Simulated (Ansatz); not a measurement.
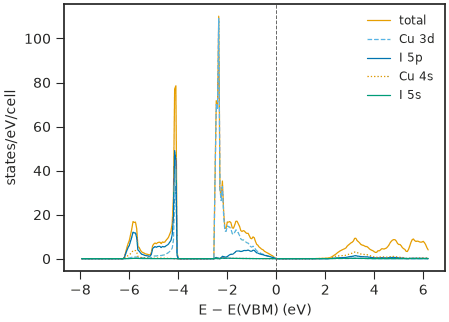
Figure: Total and projected density of states of CuI (zinc blende, F-43m), LDA in the plane-wave PAW code Ansatz

Task: Which orbitals carry the states next to the gap?

Result: Top 1 eV of the valence band: Cu 3d 54 %, I 5p 43 %. Bottom 1 eV of the conduction band: Cu 4s 61 %, I 5s 17 %, I 5p 14 %, outside the projected shells 6 %. Projections are on Löwdin-orthogonalised atomic valence shells; empty p or d shells of many metals are not among them.

Task: Where is the tallest occupied peak in this window, and what makes it?

Result: Near -2.3 eV, about 110 states/eV per cell; the largest projected share is Cu 3d.

Symmetry was held in the LDA relaxation. No spin polarisation was allowed. Spin–orbit coupling is left out wherever it is not named.

Potentials: the later of the program's two PAW sets.
